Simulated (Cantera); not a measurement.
Feed: 1 mol SiCl4, 1.3 mol Cl2, 4.6 mol H2, equilibrated at 1325 K.

Cantera equilibrium calculation (NASA polynomials, part measured and part estimated; ideal gas, pure solids and liquids). Candidate condensed phases: Si; 19 gas species. The tables' values for SiCl3 are old estimates; treat these amounts as uncertain. The numbers say what is thermodynamically allowed, not how fast it happens.

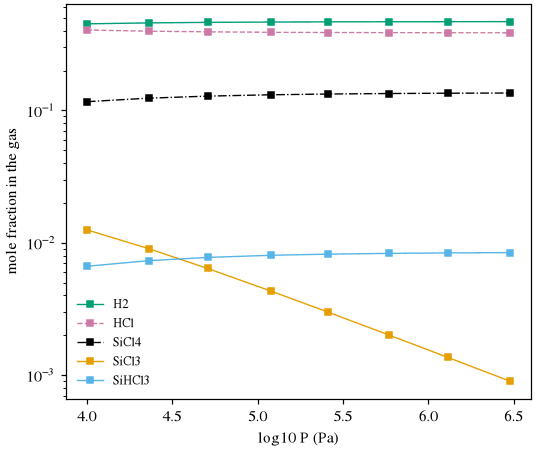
Fig. 1. Equilibrium gas composition (values under 1e-9 drawn at 1e-9)

Task: Read off the mole fractions at 1.20 bar.

Result: H2 about 0.47, HCl about 0.39, SiCl4 about 0.13, SiHCl3 about 0.0080, SiCl3 about 0.0043.
